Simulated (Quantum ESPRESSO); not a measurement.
# Voltage at the next charge: Nb(110), 5 layers against an electrode

Method. Quantum ESPRESSO 7.5, PBE, GBRV ultrasoft; ESM with bc3, a metal electrode 5.03 Å above the top atoms; cell area 7.700 Å²; ions fixed. V is the potential energy of an electron at the electrode over the slab's Fermi level, divided by e, so that it equals the work function at zero charge; positive charge removes electrons.

```
charge (e a cell)  V (V)
                0  4.545
           0.0116  5.339
           0.0231  6.143
```

One more run was made and is withheld. What is V at a charge of 0.0462 e, and what capacitance do the rows imply?

**Worked estimate.** The last two rows give dV/dq = (6.143 − 5.339)/(0.0231 − 0.0116) = 69.9 V/e, so C = 1602/(7.700 × 69.9) = 2.98 µF/cm², an effective gap of 8.854/2.98 = 2.98 Å. At constant C, V = 6.143 + 69.9 × 0.0231 = 7.76 V.

What the calculation gave: V = 7.797 V; the estimate misses by −0.04 V, 2.4 % of the step. Over the three intervals C goes 3.04, 2.98 and 2.91 µF/cm²: it falls as electrons leave, the surface charge drawing back towards the atoms.

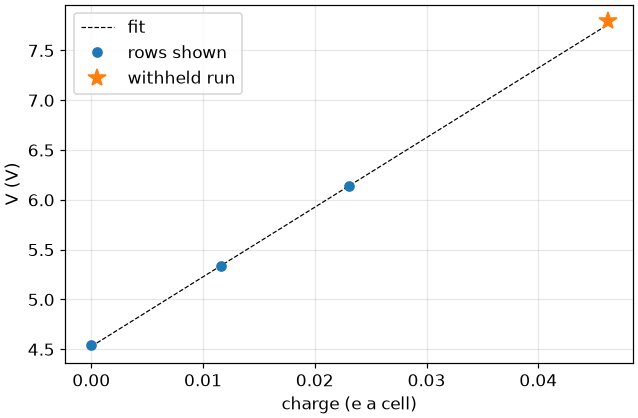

The rows shown, the fit and the withheld run.

**Limits.** Vacuum fills the gap; a dielectric or electrolyte would change C. The slab is thin.

[Logs are printed without paths, hosts, clocks, repeated set-up lines and the standing remarks that a program may print on its own settings, such as how far it seeks lower states.]
